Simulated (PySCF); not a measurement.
| atom | x (Å) | y (Å) | z (Å) |
| --- | --- | --- | --- |
| C | -1.9420 | 0.0854 | 0.4571 |
| C | -0.4630 | -0.2040 | 0.6026 |
| S | 0.4617 | 0.8226 | -0.5956 |
| C | 2.0730 | 0.0230 | -0.3763 |
| O | -0.0271 | 0.4027 | -1.9542 |
| H | -2.1739 | 1.1350 | 0.6960 |
| H | -2.2538 | -0.1075 | -0.5796 |
| H | -2.5328 | -0.5555 | 1.1278 |
| H | -0.0754 | 0.0218 | 1.6097 |
| H | -0.2306 | -1.2513 | 0.3508 |
| H | 2.4606 | 0.1935 | 0.6383 |
| H | 1.9614 | -1.0491 | -0.5930 |
| H | 2.7413 | 0.4814 | -1.1174 |

Geometry: PBE0-D3(BJ)/def2-SVP.

Level of theory: PySCF 2.14.0, PBE0/pcSseg-1, SCF density, gas phase, non-relativistic.

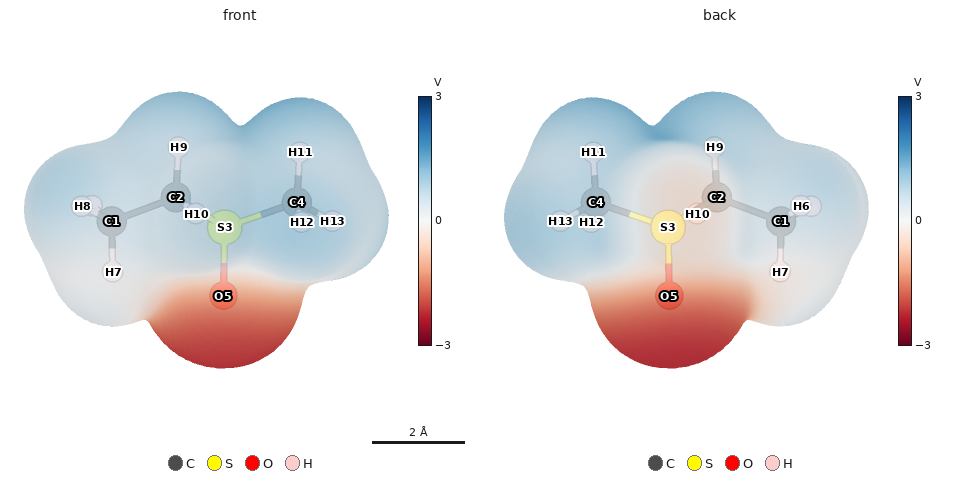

C3H8OS. The molecular electrostatic potential painted on the density surface at 0.002 e/bohr³, seen from the front and from behind; the colour scale runs from red (negative) to blue (positive).

Describe the electrostatic potential map.

The most negative region (about −2.3 V) lies over O5, the most positive (about +1.4 V) over S3, H9 and H11. O5 is the likeliest acceptor of a hydrogen bond.

What dipole moment does the calculation give?

Its dipole moment is 3.95 D.
